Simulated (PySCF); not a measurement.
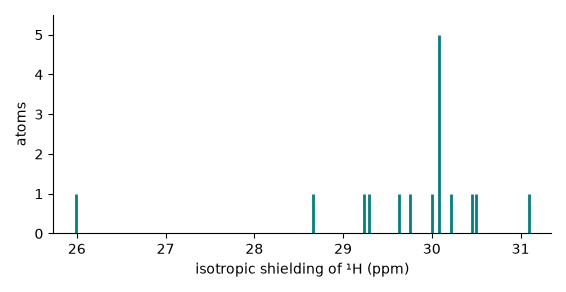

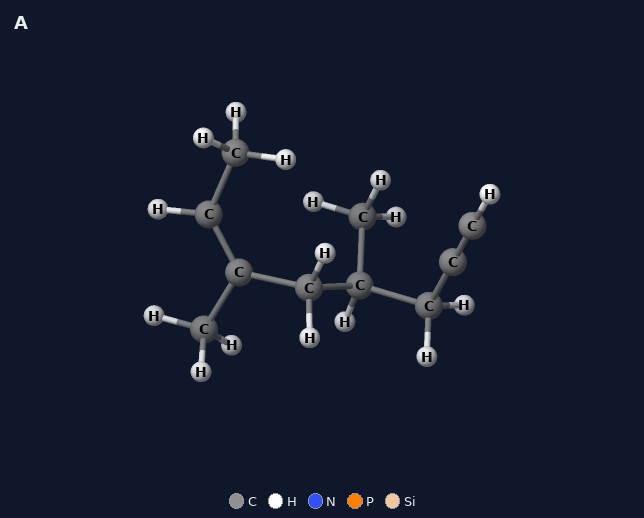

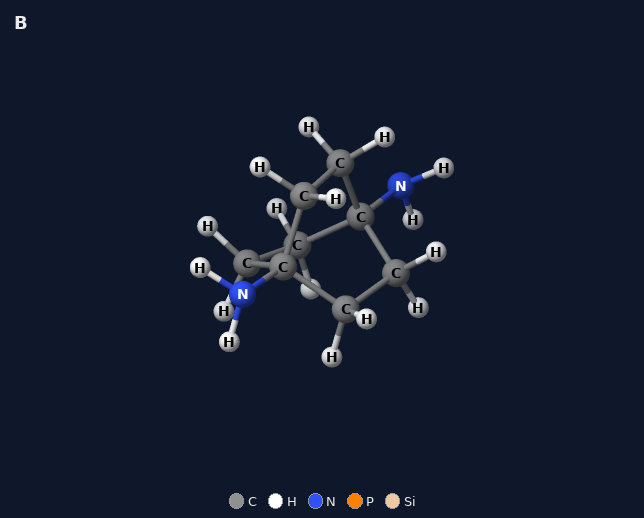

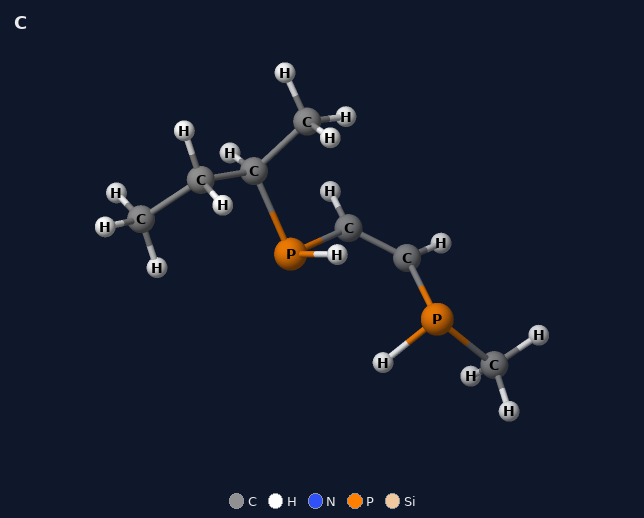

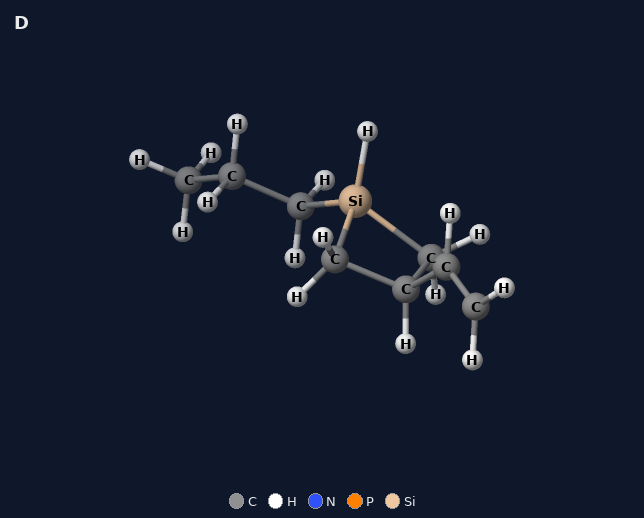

The sticks are computed shieldings of one of the molecules, for one fixed geometry (GFN2-xTB) without averaging over rotations. Low shielding means a high chemical shift. Method: GIAO PBE0/pcSseg-1 NMR shielding, non-relativistic, gas phase (PySCF 2.14.0).

### Match the spectrum to a structure.

A, `C#CC[C@H](C)C/C(C)=C\C`. Its 16 H atoms give lines at 25.99, 28.67, 29.23, 29.29, 29.63, 29.75, 30.00, 30.08 (5 atoms), 30.22, 30.46, 30.50, 31.09 ppm.

The geometry is semi-empirical. Around P, Si such bond lengths and angles can be off by a tenth of an ångström or more and by several degrees, and values that hang on the shape move with them.
